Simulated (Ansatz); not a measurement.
# One shape, several levels: SiF3 (trifluorosilyl)

We compute a comparison of 6 runs (U-wB97X/STO-3G, UBHLYP/STO-3G, UPBE/STO-3G, USVWN5/STO-3G, UCCSDT(Q)/STO-3G, UCCSD(T)/STO-3G) of SiF3 (trifluorosilyl). 

Program for the calculation: Ansatz 0.2.0.

45 further runs of the same task are left out: 7 that didn't finish, 38 set aside as unsound or not needed.

## (1) The molecule

SiF3 has 4 atoms, charge 0, and is taken as a doublet. As SMILES, `F[Si](F)F`. The Si2–F1 distance was set to 1.988 Å, away from the relaxed value.

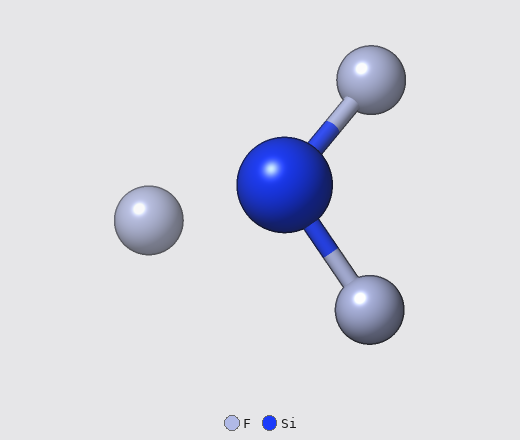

The structure, seen from a chosen angle (fluorine light blue, silicon blue).

## (2) The energy at U-wB97X/STO-3G (run 1)

Contents of run.yaml:

```yaml
crystal:
  periodic: [false, false, false]
  atoms:
    - {symbol: F, position_ang: [1.066162, -0.697230, 1.331564]}
    - {symbol: Si, position_ang: [-0.325240, 0.244050, 0.268860]}
    - {symbol: F, position_ang: [-0.962750, -0.889100, -0.646850]}
    - {symbol: F, position_ang: [0.500100, 1.154030, -0.741040]}
basis:
  gaussian:
    orbitals: STO-3G
hamiltonian:
  xc: {name: wB97X}
magnetization:
  spin_polarized: true
  initial_magnetization: 1
accuracy: high
```

Command:

```console
$ ansatz run run.yaml --threads 1 --pin off --max-ram 2610MiB --events-out events.jsonl --progress --plain --runs-dir runs
```

The log of the run:

```text
Warning: RAYON_NUM_THREADS=1 ignored (pool sized by the plan → 1); use --threads N
Functional definition: wB97X
  name "wB97X"
  parameter omega = 0.3/bohr
  parameter cx = 0.157706
  parameter cx1 = 0.726479
  parameter cx2 = 1.04760
  parameter cx3 = -5.70635
  parameter cx4 = 13.2794
  parameter css1 = -4.33879
  parameter css2 = 18.2308
  parameter css3 = -31.7430
  parameter css4 = 17.2901
  parameter cos1 = 2.37031
  parameter cos2 = -11.3995
  parameter cos3 = 6.58405
  parameter cos4 = -3.78132
  exchange = spin_sum(e_x_unif_sr(omega)*poly(b97_u_x, 1 - cx, cx1, cx2, cx3, cx4)) + cx*exact_x_sr(omega)
      + exact_x_lr(omega)
  correlation = spin_sum(e_c_pw_same_spin*poly(b97_u_same, 1, css1, css2, css3, css4))
      + integral(e_c_pw_opposite_spin*poly(b97_u_opposite, 1, cos1, cos2, cos3, cos4))
450 factors; integrals over basis functions are off by at most 3.1e-8 eV
150 factors; integrals over basis functions are off by at most 6.9e-10 eV
mean field evaluation 1: about -15811.0811 eV, gradient 2.1e1 eV
mean field evaluation 2: about -15811.6252 eV, gradient 2.5e1 eV
mean field evaluation 4: about -15815.9532 eV, gradient 1.3e0 eV
mean field evaluation 8: about -15815.9914 eV, gradient 1.2e-1 eV
mean field evaluation 16: about -15815.9923 eV, gradient 1.6e-4 eV
mean field -15815.99234151 eV, -581.2269980858 hartree, gradient 3.4e-8 eV, S^2 0.769915; 0 other end points of the search recorded, 0 dependent functions left out
reference -15815.99234049 eV, -581.2269980482 hartree; 21, 20 occupied and 3, 4 virtual orbitals, 450 factors
Total energy: -15815.99234049 eV, -581.2269980482 hartree
```

It took 4.5 s on 1 thread of AMD EPYC 9R45 (Zen 5), shared host; peak memory 0.45 GiB.

## (3) The energy at UBHLYP/STO-3G (run 2)

Contents of run.yaml:

```yaml
crystal:
  periodic: [false, false, false]
  atoms:
    - symbol: F
      position_ang: [1.066162, -0.697230, 1.331564]
    - symbol: Si
      position_ang: [-0.325240, 0.244050, 0.268860]
    - symbol: F
      position_ang: [-0.962750, -0.889100, -0.646850]
    - symbol: F
      position_ang: [0.500100, 1.154030, -0.741040]
basis:
  gaussian: {orbitals: STO-3G}
hamiltonian: {xc: {name: BHLYP}}
magnetization: {spin_polarized: true, initial_magnetization: 1}
accuracy: high
```

Command:

```console
$ ansatz run run.yaml --threads 1 --pin off --max-ram 2610MiB --events-out events.jsonl --progress --plain --runs-dir runs
```

The log of the run:

```text
Warning: RAYON_NUM_THREADS=1 ignored (pool sized by the plan → 1); use --threads N
Functional definition: BHLYP
  name "BHLYP"
  parameter a = 0.5
  exchange = (1 - a)*b88_x + a*exact_x
  correlation = lyp_c
450 factors; integrals over basis functions are off by at most 3.1e-8 eV
mean field evaluation 1: about -15810.4323 eV, gradient 2.1e1 eV
mean field evaluation 2: about -15805.4595 eV, gradient 3.7e1 eV
mean field evaluation 4: about -15815.1472 eV, gradient 1.9e0 eV
mean field evaluation 8: about -15815.2969 eV, gradient 1.7e-1 eV
mean field evaluation 16: about -15815.2981 eV, gradient 1.5e-4 eV
mean field -15815.29813990 eV, -581.2014866474 hartree, gradient 7.5e-8 eV, S^2 0.789932; 0 other end points of the search recorded, 0 dependent functions left out
reference -15815.29815368 eV, -581.2014871537 hartree; 21, 20 occupied and 3, 4 virtual orbitals, 450 factors
Total energy: -15815.29815368 eV, -581.2014871537 hartree
```

Run time: 0.82 s. Hardware: 1 thread of AMD EPYC 9R45 (Zen 5), shared host.

## (4) The energy at UPBE/STO-3G (run 3)

Contents of input.yaml:

```yaml
crystal:
  periodic: [false, false, false]
  atoms:
    - {symbol: F, position_ang: [1.066162, -0.697230, 1.331564]}
    - {symbol: Si, position_ang: [-0.325240, 0.244050, 0.268860]}
    - {symbol: F, position_ang: [-0.962750, -0.889100, -0.646850]}
    - {symbol: F, position_ang: [0.500100, 1.154030, -0.741040]}
basis:
  gaussian:
    orbitals: STO-3G
magnetization:
  spin_polarized: true
  initial_magnetization: 1
accuracy: high
hamiltonian:
  xc: {name: PBE}
```

Command:

```console
$ ansatz run input.yaml --threads 1 --pin off --max-ram 2610MiB --events-out events.jsonl --progress --plain --runs-dir runs
```

The log of the run:

```text
Warning: RAYON_NUM_THREADS=1 ignored (pool sized by the plan → 1); use --threads N
Functional definition: PBE
  name "PBE"
  parameter kappa = 0.804
  parameter beta = 0.06672455060314922
  exchange = pbe_x(kappa = kappa, mu = beta*pi^2/3)
  correlation = pbe_c(beta = beta)
450 factors; integrals over basis functions are off by at most 3.1e-8 eV
mean field evaluation 1: about -15802.6389 eV, gradient 1.7e1 eV
mean field evaluation 2: about -15760.8044 eV, gradient 8.5e1 eV
mean field evaluation 4: about -15803.9082 eV, gradient 1.4e1 eV
mean field evaluation 8: about -15805.4480 eV, gradient 7.7e-2 eV
mean field evaluation 16: about -15805.4481 eV, gradient 6.5e-6 eV
mean field -15805.44812065 eV, -580.8395051163 hartree, gradient 9.9e-8 eV, S^2 0.752661; 2 other end points of the search recorded, 0 dependent functions left out
reference -15805.44812190 eV, -580.8395051622 hartree; 21, 20 occupied and 3, 4 virtual orbitals, 450 factors
Total energy: -15805.44812190 eV, -580.8395051622 hartree
```

Wall time 0.82 s (1 thread of AMD EPYC 9R45 (Zen 5), shared host).

Runs 4 to 5 aren't shown in full; the table further down has their settings and results.

## (5) The energy at UCCSD(T)/STO-3G (run 6)

input.yaml, as its differences from that of step 4:

```diff
@@ -1 +1,4 @@
+basis:
+  gaussian:
+    orbitals: STO-3G
 crystal:
@@ -7,5 +10,2 @@
     - {symbol: F, position_ang: [0.500100, 1.154030, -0.741040]}
-basis:
-  gaussian:
-    orbitals: STO-3G
 magnetization:
@@ -13,4 +13,7 @@
   initial_magnetization: 1
+correlation:
+  method: ccsd_t
+  frozen_orbitals: {F: 1, Si: 5}
 accuracy: high
-hamiltonian:
-  xc: {name: PBE}
+scf:
+  omitted_lower_state_checks: [cluster_reference, increment]
```

Command:

```console
$ ansatz run input.yaml --threads 1 --pin off --max-ram 2610MiB --events-out events.jsonl --progress --plain --runs-dir runs
```

The log of the run:

```text
Warning: RAYON_NUM_THREADS=1 ignored (pool sized by the plan → 1); use --threads N
[... 12 lines left out ...]
8 core orbitals not correlated: weight in the atoms' cores, before any rotation towards them, 1.000 or more for the frozen orbitals, at most 0.000 for the correlated occupied ones
[... 36 lines left out ...]
Total energy: -15776.82946316 eV, -579.7877888520 hartree
Checks for a lower state left out: cluster_reference, increment
```

Run time: 0.28 s. Hardware: 1 thread of AMD EPYC 9R45 (Zen 5), shared host.

## (6) Overview of the runs

```csv
run,level,frozen core orbitals,energy (Eh),⟨S²⟩,wall time
1,U-wB97X/STO-3G,–,-581.226998,0.770,4.5 s
2,UBHLYP/STO-3G,–,-581.201487,0.790,0.82 s
3,UPBE/STO-3G,–,-580.839505,0.753,0.82 s
4,USVWN5/STO-3G,–,-578.151055,0.751,0.46 s
5,UCCSDT(Q)/STO-3G,8,-579.790154,0.890,1.8 s
6,UCCSD(T)/STO-3G,8,-579.787789,0.890,0.28 s
```

## (7) Results

| quantity | value |
| --- | --- |
| run 6: total energy | -579.78779 Eh |
| run 6: correlation energy (8 core orbitals frozen) | -105.0 mEh |
| run 6: (T) correction | -7.66 mEh |
| run 6: ⟨S²⟩ of the reference determinant | 0.890 |
| run 6: T1 diagnostic | 0.031 |

**Reading.** Totals of different functionals can't be ranked against each other. In runs 1, 2, 3, 4, 5, 6 the basis is minimal, so the values are rough. Spin contamination of the reference: run 5 ⟨S²⟩ = 0.89, run 6 ⟨S²⟩ = 0.89. All runs together took 8.6 s, the longest 4.5 s.
